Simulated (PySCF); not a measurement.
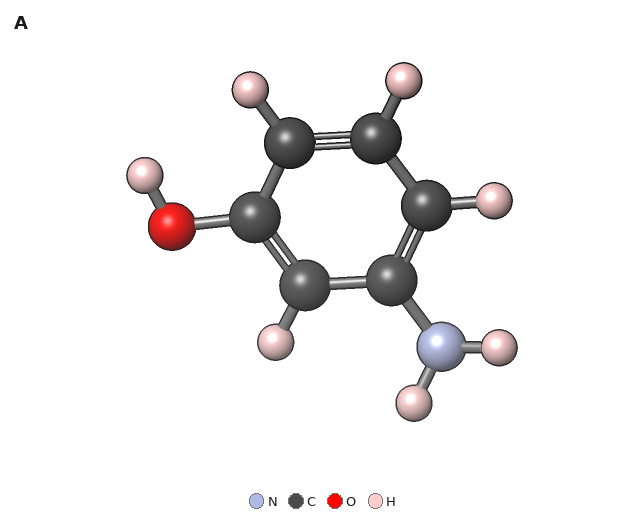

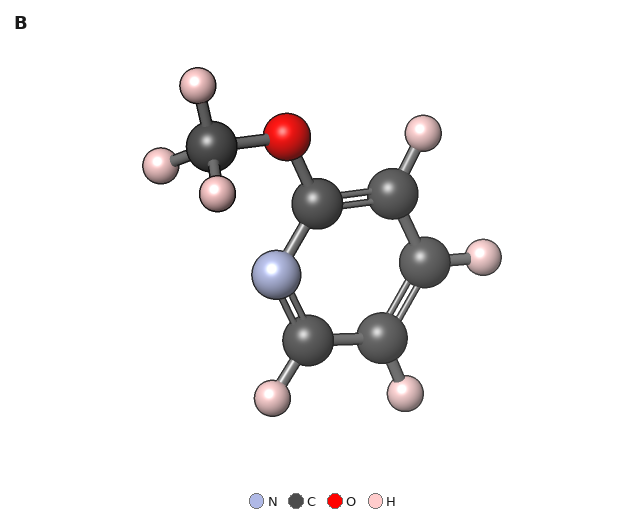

2 stationary structures of one formula. Geometries: PBE0-D3(BJ)/def2-SVP. Electronic energies: PBE0-D3(BJ)/def2-SVP (PySCF 2.14.0), without zero-point energy. No frequency run is at hand to confirm each as a minimum. Each is one conformer, not always the lowest.

**How are they related?**

They are constitutional isomers of C6H7NO: A `Nc1cccc(O)c1`, B `COc1ccccn1`.

**Which structure is the most stable?**

A is lowest; B lies 40.4 kJ/mol above it.
